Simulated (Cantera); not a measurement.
Input: 1 mol C₃H₆, 1.8 mol CO₂, at 0.0100 bar.

These are equilibrium values from Cantera (NASA tables, ideal gas, pure condensed phases), not measurements of a reactor. Candidate condensed phases: C, C₆H₆, C₇H₈, C₈H₁₈, H₂O; 110 gas species. Rates play no part.

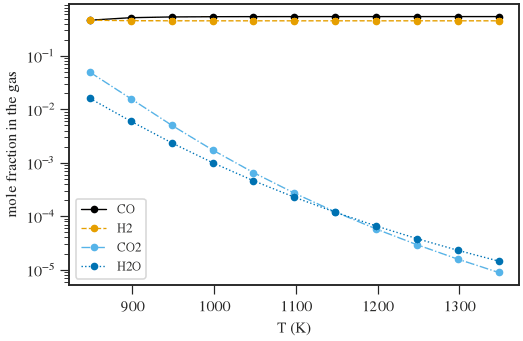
Fig. 1. Equilibrium gas composition (values under 1e-9 drawn at 1e-9)

Problem. Read off the mole fractions at 998 K.

Solution. CO about 0.54, H₂ about 0.45, CO₂ about 0.0017, H₂O about 0.0010.
